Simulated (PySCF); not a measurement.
**UB3LYP/pcseg-1 run of N2H (dinitrogen monohydride)**

What is the vertical doublet–quartet gap of N2H (dinitrogen monohydride) at UB3LYP/pcseg-1? Input form: a Python script.

Program for the calculation: PySCF 2.14.0.

## (1) The structure to begin with

N2H: 3 atoms, total charge 0, spin state doublet. SMILES: `[N]=N`. Geometry: relaxed at PBE0-D4/def2-TZVP.

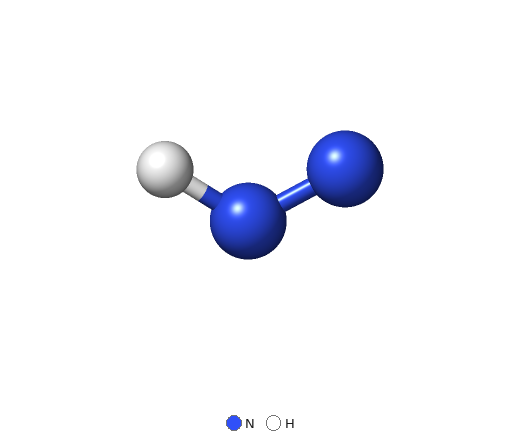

The structure, seen from a chosen angle (nitrogen blue, hydrogen white).

## (2) The energy at UB3LYP/pcseg-1

run.py

```python
from pyscf import gto, dft

mol = gto.Mole()
mol.atom = '''
N    0.710530  -0.606720   0.326180
N   -0.268660  -0.217710  -0.170100
H   -0.441870   0.824430  -0.156080
'''
mol.max_memory = 1860
mol.spin = 1
mol.charge = 0
mol.verbose = 3
mol.basis = 'pcseg-1'
mol.build()

myscf = dft.UKS(mol)
myscf.xc = 'b3lyp'
myscf.conv_tol = 1e-10
myscf.grids.level = 4
myscf.kernel()
if not myscf.converged:
    myscf = myscf.newton().run(myscf.mo_coeff, myscf.mo_occ)

energy = myscf.e_tot
print('E(%s) = %.9f' % ('B3LYP', energy))
```

On the command line:

```console
$ OMP_NUM_THREADS=1 python run.py
```

Output:

```text
converged SCF energy = -110.013968591847  <S^2> = 0.75424578  2S+1 = 2.0042413
E(B3LYP) = -110.013968592
```

Run time: 2.8 s. Hardware: 1 thread of Intel Xeon 6975P-C (Granite Rapids), shared host; peak memory 0.21 GiB.

## (3) The quartet at the same level

run.py

```python
from pyscf import gto, dft

molecule = gto.Mole()
molecule.atom = 'N 0.710530 -0.606720 0.326180; N -0.268660 -0.217710 -0.170100; H -0.441870 0.824430 -0.156080'
molecule.verbose = 4
molecule.charge = 0
molecule.max_memory = 1860
molecule.basis = 'pcseg-1'
molecule.spin = 3
molecule.build()

mf = dft.UKS(molecule, xc='b3lyp')
mf.grids.level = 4
mf.conv_tol = 1e-10
mf.kernel()
if not mf.converged:
    mf = mf.newton().run(mf.mo_coeff, mf.mo_occ)

e_tot = mf.e_tot
print('Final energy', e_tot)
```

On the command line:

```console
$ OMP_NUM_THREADS=1 python run.py
```

Output:

```text
PySCF version 2.14.0

[INPUT] num. atoms = 3
[INPUT] num. electrons = 15
[INPUT] charge = 0
[INPUT] spin (= nelec alpha-beta = 2S) = 3
[INPUT] symmetry False subgroup None
[INPUT] Mole.unit = angstrom
[INPUT] Symbol           X                Y                Z      unit          X                Y                Z       unit  Magmom
[INPUT]  1 N      0.710530000000  -0.606720000000   0.326180000000 AA    1.342707103287  -1.146534634296   0.616390867311 Bohr   0.0
[INPUT]  2 N     -0.268660000000  -0.217710000000  -0.170100000000 AA   -0.507693820626  -0.411412274579  -0.321442413789 Bohr   0.0
[INPUT]  3 H     -0.441870000000   0.824430000000  -0.156080000000 AA   -0.835013282662   1.557946908875  -0.294948453522 Bohr   0.0

nuclear repulsion = 27.7196870231311
number of shells = 8
number of NR pGTOs = 57
number of NR cGTOs = 33
basis = pcseg-1
ecp = {}

[... 34 lines left out ...]
[... the frontier-level lines of each cycle are left out ...]
[... 11 lines left out ...]
[... 11 lines left out ...]
[... 11 lines left out ...]
[... 11 lines left out ...]
[... 5 lines left out ...]

cycle= 10 E= -109.788686714178  delta_E= -1.34e-08  |g|= 2.53e-05  |ddm|= 0.000319


cycle= 11 E= -109.788686714845  delta_E= -6.68e-10  |g|= 1.8e-06  |ddm|= 8.22e-05


cycle= 12 E= -109.788686714849  delta_E= -3.47e-12  |g|= 6.88e-07  |ddm|= 3.86e-06


Extra cycle  E= -109.788686714849  delta_E= 3.98e-13  |g|= 1.16e-06  |ddm|= 1.32e-06
converged SCF energy = -109.788686714849  <S^2> = 3.7557978  2S+1 = 4.0028979
Final energy -109.78868671484857
```

Run time: 2.5 s. Hardware: 1 thread of Intel Xeon 6975P-C (Granite Rapids), shared host; peak memory 0.21 GiB.

## (4) Results

Level: UB3LYP/pcseg-1.

| quantity | value |
| --- | --- |
| doublet: total energy | -110.01397 Eh |
| doublet: dipole moment | 1.96 D |
| doublet: HOMO energy (highest over α and β) | -5.90 eV |
| doublet: LUMO energy (lowest over α and β) | -1.84 eV |
| doublet: ⟨S²⟩ | 0.754 |
| quartet: total energy | -109.78869 Eh |
| quartet: dipole moment | 1.31 D |
| quartet: HOMO energy (highest over α and β) | -4.43 eV |
| quartet: ⟨S²⟩ | 3.756 |
| vertical energy of the quartet above the doublet | 6.130 eV |

At this shape the quartet lies 6.13 eV (141 kcal/mol) above the doublet. Mulliken charges (doublet) run from -0.10 on N1 to +0.18 on H3; they depend strongly on the basis.
